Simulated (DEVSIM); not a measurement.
Device: abrupt In0.53Ga0.47As n-p junction, at 300 K.

```
layer (left to right)        material  thickness (μm)  Nd (cm⁻³)  Na (cm⁻³)  τn (s)  τp (s)
---------------------  --------------  --------------  ---------  ---------  ------  ------
1                      In0.53Ga0.47As           0.120     1.2e16          -  1.6e-8  1.6e-8
2                      In0.53Ga0.47As            2.80          -     1.9e15  1.6e-8  1.6e-8
```

Left contact: ohmic. Right contact: ohmic. Voltage is applied to the left contact. Recombination: SRH at mid-gap, radiative, Auger. Mobility is constant in doping.

The device is made up for the run: typed textbook-type constants, with dimensions and the other settings drawn at random. Values at 300 K.

| parameter | In0.53Ga0.47As |
|---|---|
| gap (eV) | 0.74 |
| affinity (eV) | 4.51 |
| permittivity | 13.9 |
| Nc (cm⁻³) | 2.1e17 |
| Nv (cm⁻³) | 7.7e18 |
| μn (cm²/Vs) | 12000 |
| μp (cm²/Vs) | 300 |
| B (cm³/s) | 9.6e-11 |
| Cn (cm⁶/s) | 5e-29 |
| Cp (cm⁶/s) | 5e-29 |

Simulated with DEVSIM: 1D drift-diffusion, Boltzmann statistics, complete ionisation; no tunnelling, impact ionisation, image-force lowering or self-heating.

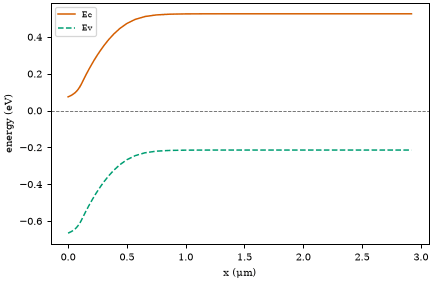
Figure: Band edges at zero bias

Energies count from the Fermi level of the right contact; mesh points crowd at the junctions.

```json
[
 {"x (μm)": "0.000", "Ec (eV)": "0.074", "Ev (eV)": "-0.666", "n (cm⁻³)": "1.2e16", "p (cm⁻³)": "5.0e7", "field (V/cm)": "2900"},
 {"x (μm)": "0.01374", "Ec (eV)": "0.078", "Ev (eV)": "-0.662", "n (cm⁻³)": "1.0e16", "p (cm⁻³)": "5.8e7", "field (V/cm)": "3100"},
 {"x (μm)": "0.03207", "Ec (eV)": "0.084", "Ev (eV)": "-0.656", "n (cm⁻³)": "8.1e15", "p (cm⁻³)": "7.4e7", "field (V/cm)": "3700"},
 {"x (μm)": "0.05890", "Ec (eV)": "0.096", "Ev (eV)": "-0.644", "n (cm⁻³)": "5.0e15", "p (cm⁻³)": "1.2e8", "field (V/cm)": "5600"},
 {"x (μm)": "0.09059", "Ec (eV)": "0.120", "Ev (eV)": "-0.620", "n (cm⁻³)": "2.1e15", "p (cm⁻³)": "2.9e8", "field (V/cm)": "9200"},
 {"x (μm)": "0.1083", "Ec (eV)": "0.138", "Ev (eV)": "-0.602", "n (cm⁻³)": "1.0e15", "p (cm⁻³)": "5.9e8", "field (V/cm)": "12000"},
 {"x (μm)": "0.1210", "Ec (eV)": "0.154", "Ev (eV)": "-0.586", "n (cm⁻³)": "5.5e14", "p (cm⁻³)": "1.1e9", "field (V/cm)": "13000"},
 {"x (μm)": "0.1439", "Ec (eV)": "0.183", "Ev (eV)": "-0.557", "n (cm⁻³)": "1.8e14", "p (cm⁻³)": "3.4e9", "field (V/cm)": "13000"},
 {"x (μm)": "0.1770", "Ec (eV)": "0.223", "Ev (eV)": "-0.517", "n (cm⁻³)": "3.7e13", "p (cm⁻³)": "1.6e10", "field (V/cm)": "12000"},
 {"x (μm)": "0.2273", "Ec (eV)": "0.279", "Ev (eV)": "-0.461", "n (cm⁻³)": "4.3e12", "p (cm⁻³)": "1.4e11", "field (V/cm)": "10000"},
 {"x (μm)": "0.3087", "Ec (eV)": "0.356", "Ev (eV)": "-0.384", "n (cm⁻³)": "2.2e11", "p (cm⁻³)": "2.7e12", "field (V/cm)": "8400"},
 {"x (μm)": "0.5004", "Ec (eV)": "0.473", "Ev (eV)": "-0.267", "n (cm⁻³)": "2.4e9", "p (cm⁻³)": "2.5e14", "field (V/cm)": "3900"},
 {"x (μm)": "0.7507", "Ec (eV)": "0.519", "Ev (eV)": "-0.221", "n (cm⁻³)": "4.0e8", "p (cm⁻³)": "1.5e15", "field (V/cm)": "580"},
 {"x (μm)": "1.156", "Ec (eV)": "0.525", "Ev (eV)": "-0.215", "n (cm⁻³)": "3.2e8", "p (cm⁻³)": "1.9e15", "field (V/cm)": "12"},
 {"x (μm)": "1.952", "Ec (eV)": "0.525", "Ev (eV)": "-0.215", "n (cm⁻³)": "3.2e8", "p (cm⁻³)": "1.9e15", "field (V/cm)": "≈ 0"},
 {"x (μm)": "2.331", "Ec (eV)": "0.525", "Ev (eV)": "-0.215", "n (cm⁻³)": "3.2e8", "p (cm⁻³)": "1.9e15", "field (V/cm)": "≈ 0"},
 {"x (μm)": "2.565", "Ec (eV)": "0.525", "Ev (eV)": "-0.215", "n (cm⁻³)": "3.2e8", "p (cm⁻³)": "1.9e15", "field (V/cm)": "≈ 0"},
 {"x (μm)": "2.710", "Ec (eV)": "0.525", "Ev (eV)": "-0.215", "n (cm⁻³)": "3.2e8", "p (cm⁻³)": "1.9e15", "field (V/cm)": "≈ 0"},
 {"x (μm)": "2.821", "Ec (eV)": "0.525", "Ev (eV)": "-0.215", "n (cm⁻³)": "3.2e8", "p (cm⁻³)": "1.9e15", "field (V/cm)": "≈ 0"},
 {"x (μm)": "2.871", "Ec (eV)": "0.525", "Ev (eV)": "-0.215", "n (cm⁻³)": "3.2e8", "p (cm⁻³)": "1.9e15", "field (V/cm)": "≈ 0"},
 {"x (μm)": "2.899", "Ec (eV)": "0.525", "Ev (eV)": "-0.215", "n (cm⁻³)": "3.2e8", "p (cm⁻³)": "1.9e15", "field (V/cm)": "≈ 0"},
 {"x (μm)": "2.920", "Ec (eV)": "0.525", "Ev (eV)": "-0.215", "n (cm⁻³)": "3.2e8", "p (cm⁻³)": "1.9e15", "field (V/cm)": "≈ 0"}
]
```
